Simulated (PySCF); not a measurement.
## Electronic structure of C6H5F2O (SMILES OC1=C(F)[CH]CC(F)=C1) (doublet) in real space

```xyz
14

O     2.6283    0.2944    0.2466
C     1.2861    0.1723    0.1154
C     0.6149   -1.0539    0.3088
F     1.3973   -2.1185    0.6413
C    -0.7213   -1.2178    0.1834
C    -1.6107   -0.0769   -0.1792
C    -0.8291    1.1780   -0.3630
F    -1.5672    2.2595   -0.6943
C     0.5100    1.2971   -0.2286
H     3.0070   -0.5628    0.4866
H    -1.1664   -2.1850    0.3446
H    -2.3792    0.0734    0.5958
H    -2.1729   -0.3038   -1.0992
H     1.0024    2.2434   -0.3801
```

Geometry: GFN2-xTB.

The calculation used UKS B3LYP, pcH-1 on C F H O, non-relativistic, mean-field spin-orbit, GIAO in PySCF 2.14.0, density-fitted response routines.

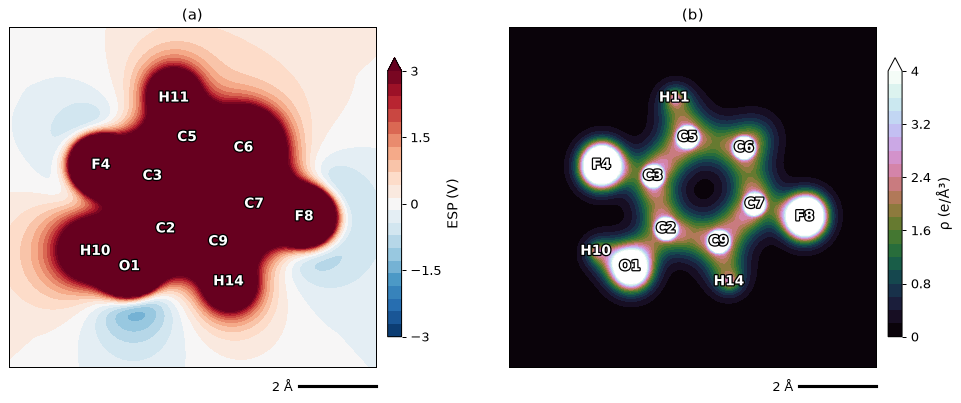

Figure 1. (a) molecular electrostatic potential; (b) electron density on the plane of atoms C5, C6 and C7.

Read the bonding off the picture.

- The plane passes through O, C, F and H nuclei.
- C–F (1.35 Å): ρ at the midpoint is about 2.2 e/Å³, with its minimum of 1.7 e/Å³ about 0.5 Å from C.
- C–C (1.35 Å): ρ at the midpoint is about 2.3 e/Å³.
- C–O (1.35 Å): ρ is about 2.3 e/Å³ halfway, with its minimum of 2 e/Å³ about 0.5 Å from C.
- O–H (0.97 Å): the density is about 3.7 e/Å³ at the midpoint.
- C–C (1.41 Å): the density is about 2 e/Å³ at the midpoint.
- Outside the dense part of the molecule the potential is most negative (−1.4 V) near O1.

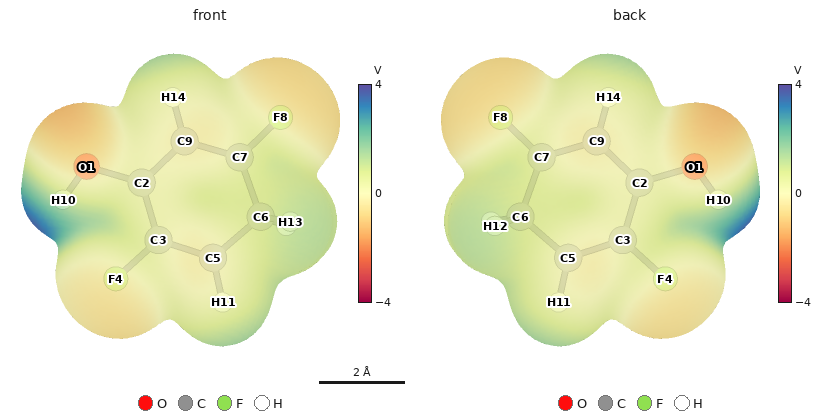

Figure 2. The molecular electrostatic potential painted on the density surface at 0.004 e/bohr³, seen from the front and from behind; the colour scale runs from red (negative) to blue (positive).

Where is the surface potential most negative and most positive?

The most negative region (about −1.2 V) lies over O1, the most positive (about +3.4 V) over H10. O1 is the likeliest acceptor of a hydrogen bond.

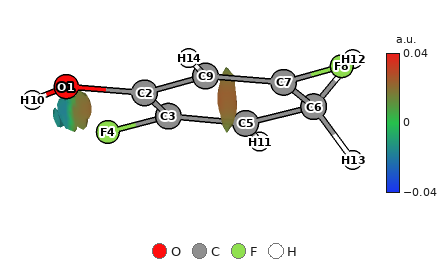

Figure 3. Non-covalent interaction (NCI) plot: the surface where the reduced density gradient is 0.5, for densities under 0.05 a.u., coloured by sign(λ₂)ρ; seen from one side.

What holds or crowds the atoms apart from the covalent bonds?

- H10···F4 (2.2 Å): a hydrogen bond (blue, attractive)
- Inside the ring or cage of C2, C3, C5, C6, C7 and C9: steric crowding (red)
